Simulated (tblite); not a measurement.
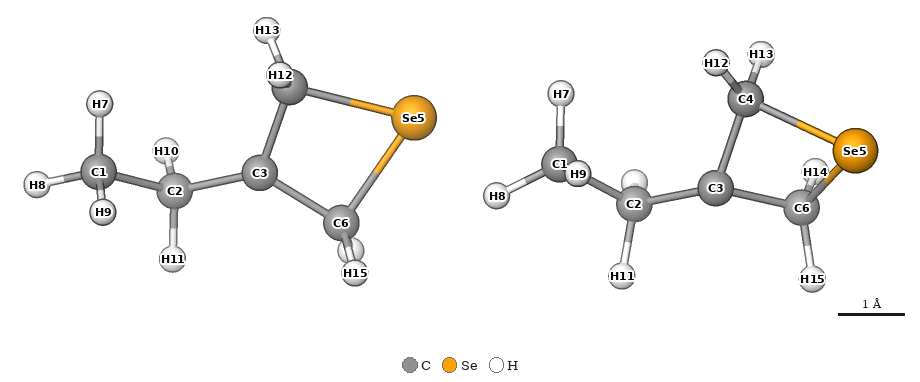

Two geometries of C$_{5}$H$_{9}$Se (multiplicity 2), drawn at one scale. One is the start of a relaxation, the other its converged end. The picture is a ball-and-stick view, seen at a tilt.

All numbers below come from GFN2-xTB geometry optimisation, gas phase in tblite. 

Which one is relaxed?

Answer. The left one is the relaxed one. The largest move after the best rigid fit is that of H14, 1.23 Å. By element the largest moves are H 1.23 Å, Se 1.15 Å, C 0.35 Å. Near-neighbour distances that change, for instance: C4–Se5 1.966 → 1.998 Å, C1–H9 1.118 → 1.087 Å, C3–C6 1.503 → 1.484 Å, C6–H15 1.113 → 1.095 Å. Among the angles between lasting bonds that change: C4–C3–C6 89.6° → 104.1°, C2–C3–C6 119.0° → 126.4°, C4–Se5–C6 64.4° → 71.8°. The energy falls by 1.131 eV in 144 geometry steps. The run took 0.77 s on 1 thread of Arm Neoverse V1, with other jobs on the host.
